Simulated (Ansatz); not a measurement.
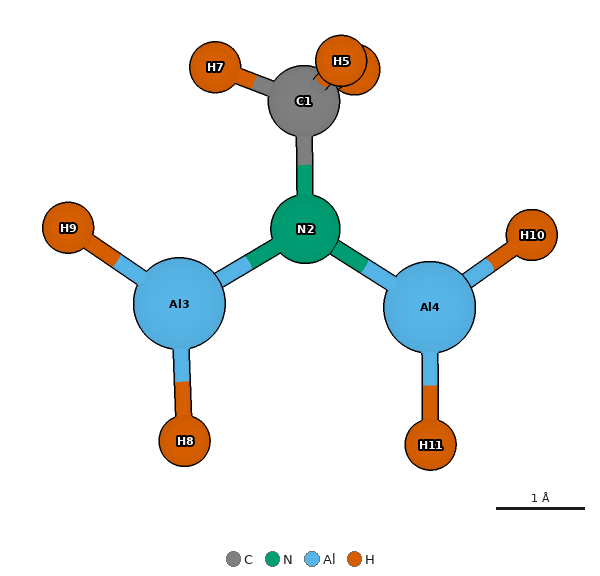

The input geometry of run A (ball-and-stick view, seen at a tilt; atoms are numbered from 1 in the order of the input). Sticks mark near contacts. Bond lengths as drawn: Al–H 1.58 to 1.59 Å, Al–N 1.79 Å, C–H 1.09 to 1.10 Å and C–N 1.47 Å.

**Two runs on CH$_{7}$Al$_{2}$N**

System: CH$_{7}$Al$_{2}$N.
Method of run A: RKS SPW92 (LDA)/def2-TZVPP (Ansatz 0.2.0).

The geometry comes from this level: PBE0-D4/def2-TZVP. Text and figures count atoms from 1; the logs count them from 0 in places.

**Input file, run A**
```yaml
crystal:
  periodic: [false, false, false]
  atoms:
    - {symbol: C, position_ang: [-0.000739, 1.424990, 0.089603]}
    - {symbol: N, position_ang: [0.044242, -0.038785, 0.010069]}
    - {symbol: Al, position_ang: [-0.403938, -1.008547, 1.446015]}
    - {symbol: Al, position_ang: [0.446300, -0.822525, -1.548279]}
    - {symbol: H, position_ang: [0.975527, 1.845309, 0.354172]}
    - {symbol: H, position_ang: [-0.295892, 1.877212, -0.862801]}
    - {symbol: H, position_ang: [-0.712717, 1.770457, 0.846302]}
    - {symbol: H, position_ang: [-0.302283, -2.584161, 1.349799]}
    - {symbol: H, position_ang: [-0.896943, -0.231213, 2.738206]}
    - {symbol: H, position_ang: [0.676606, 0.111429, -2.809894]}
    - {symbol: H, position_ang: [0.535337, -2.401167, -1.592593]}
basis:
  gaussian: {orbitals: def2-TZVPP}
hamiltonian: {xc: lda}
output: {orbitals: {seedname: orbitals}}
```

Launched with:
```bash
ansatz run in.yaml --threads 2 --pin off --events-out ev --progress --plain --max-ram 4352MiB
```

Hardware: 2 threads of Arm Neoverse V1, 23 GiB of memory available, shared host.

**Output (run A)**
```
Functional definition: SPW92
  exchange = slater_x
  correlation = pw_c
1286 factors; their error is unknown
mean field evaluation 1: about -15740.1485 eV, gradient 8.5e1 eV
mean field evaluation 2: about -15624.4748 eV, gradient 1.8e2 eV
mean field evaluation 4: about -15755.1589 eV, gradient 2.2e1 eV
mean field evaluation 8: about -15756.1525 eV, gradient 2.7e-1 eV
mean field evaluation 16: about -15756.1348 eV, gradient 2.0e-4 eV
mean field -15756.13477116 eV, -579.0272729484 hartree, gradient 6.1e-5 eV, S^2 0.000000; 0 other end points of the search recorded, 0 dependent functions left out
reference -15756.13482297 eV, -579.0272748523 hartree; 23, 23 occupied and 221, 221 virtual orbitals, 1286 factors
Total energy: -15756.13482297 eV, -579.0272748523 hartree
```

The input of run B differs as follows (lines with − go, lines with + come):
```diff
-hamiltonian: {xc: lda}
+hamiltonian: {xc: {name: LC-wPBE}}
```

What does this change do to the results?

The total energies belong to different methods, so their difference says nothing on which is more stable or more accurate. The HOMO goes from −6.33 to −10.07 eV. The LUMO goes from −2.09 to 0.95 eV. On the same kind of shared host run B took about 2.1 times as long.

**Output (run B)**
```
Functional definition: LC-wPBE
  parameter omega = 0.4/bohr
  exchange = pbe_x_sr(omega) + exact_x_lr(omega)
  correlation = pbe_c
1286 factors; their error is unknown
475 factors; integrals over basis functions are off by at most 3.0e-5 eV
mean field evaluation 1: about -15824.3011 eV, gradient 5.7e1 eV
mean field evaluation 2: about -15821.7197 eV, gradient 6.6e1 eV
mean field evaluation 4: about -15831.0038 eV, gradient 2.1e0 eV
mean field evaluation 8: about -15831.0146 eV, gradient 7.4e-2 eV
mean field evaluation 16: about -15830.9953 eV, gradient 3.9e-5 eV
mean field -15830.99534533 eV, -581.7783483069 hartree, gradient 4.0e-5 eV, S^2 0.000000; 0 other end points of the search recorded, 0 dependent functions left out
reference -15830.99534534 eV, -581.7783483073 hartree; 23, 23 occupied and 221, 221 virtual orbitals, 1286 factors
Total energy: -15830.99534534 eV, -581.7783483073 hartree
```

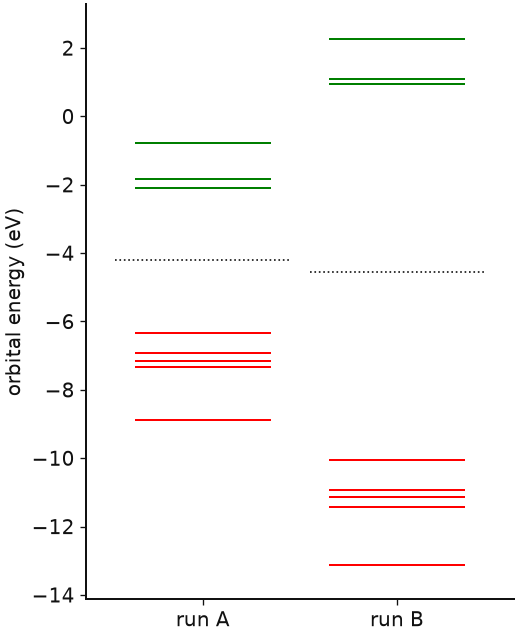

The five highest filled and three lowest empty orbital energies of the two runs; the dotted lines part filled from empty levels. The HOMO–LUMO gap is 4.25 eV in run A and 11.01 eV in run B.

**The two runs side by side**

| quantity | run A | run B |
| --- | --- | --- |
| outcome | converged | converged |
| total energy (hartree) | −579.027275 | −581.778348 |
| HOMO (eV) | −6.33 | −10.07 |
| LUMO (eV) | −2.09 | 0.95 |
| basis functions | 244 | 244 |
| wall time (shared host) | 2 s | 4.2 s |
